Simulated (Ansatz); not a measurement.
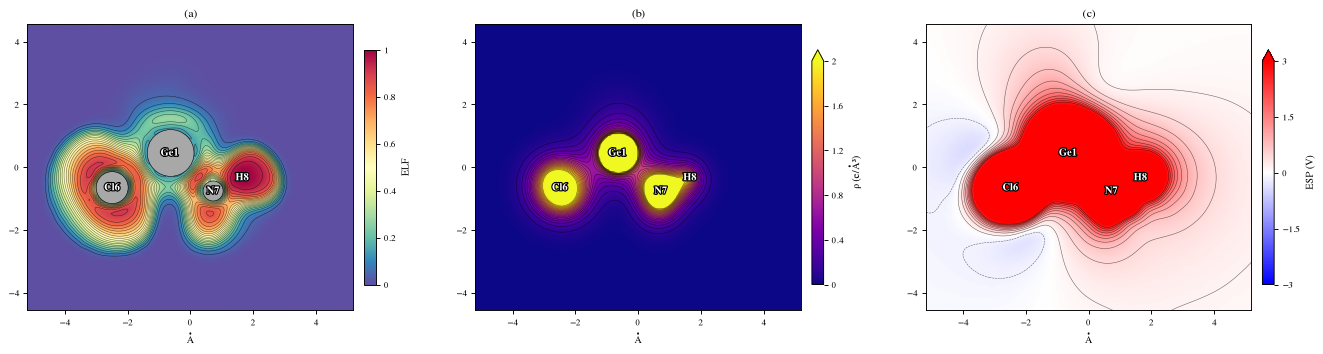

Figure. Cl2GeH3NO···H2. (a) ELF; (b) total electron density; (c) molecular electrostatic potential on the plane of atoms Cl6, Ge1 and N7. Grey discs cover the atomic cores in the ELF map.

Theory: Ansatz 0.2.0, RKS PBE/def2-SVP.

The calculation's input:

```
crystal:
  periodic: [false, false, false]
  atoms:
    - { symbol: Ge, position_ang: [0.196955, -0.604208, -0.44144] }
    - { symbol: H, position_ang: [0.863869, 0.54045, 1.978414] }
    - { symbol: Cl, position_ang: [1.908648, 0.64398, -0.911869] }
    - { symbol: O, position_ang: [-1.153959, 0.288186, 0.298009] }
    - { symbol: H, position_ang: [-1.753683, 0.604964, -0.405706] }
    - { symbol: Cl, position_ang: [-0.536615, -1.349894, -2.346081] }
    - { symbol: "N", position_ang: [0.698049, -2.023866, 0.678538] }
    - { symbol: H, position_ang: [0.114037, -2.050149, 1.521511] }
    - { symbol: H, position_ang: [1.690113, -1.980643, 0.934152] }
    - { symbol: H, position_ang: [0.972386, -0.17292, 1.970573] }
basis:
  gaussian: { orbitals: def2-SVP }
hamiltonian:
  xc: pbe
relax:
  f_tol: 0.03
  max_steps: 50
output:
  orbitals: {}
```

Command:

```sh
ansatz run input.yaml --threads 4 --pin off --max-ram 5120MiB --backend cpu --events-out ev --progress --plain --runs-dir out
```

The fields are those of the run's last geometry, not of the input's.

### What does the map show?

- Atoms in the plane: Ge, Cl, N and H.
- Ge–N (1.82 Å): ρ at the midpoint is about 1 e/Å³; the ELF peaks at about 0.85 in the valence shell of N, 0.6 Å from its nucleus, and is about 0.50 at the midpoint.
- Ge–Cl (2.16 Å): ρ is about 0.71 e/Å³ halfway; the ELF peaks at about 0.85 in the valence shell of Cl, 0.8 Å from its nucleus, and is about 0.65 at the midpoint.
- N–H (1.03 Å): ρ at the midpoint is about 2.7 e/Å³; the ELF climbs to about 1 towards the hydrogen, as it does in any bond to H; an ordinary covalent bond to hydrogen.
- The ELF also peaks beside Cl6, away from the bonds: lone-pair regions.
- Outside the dense part of the complex the potential is most negative (−0.4 V) near Cl6.
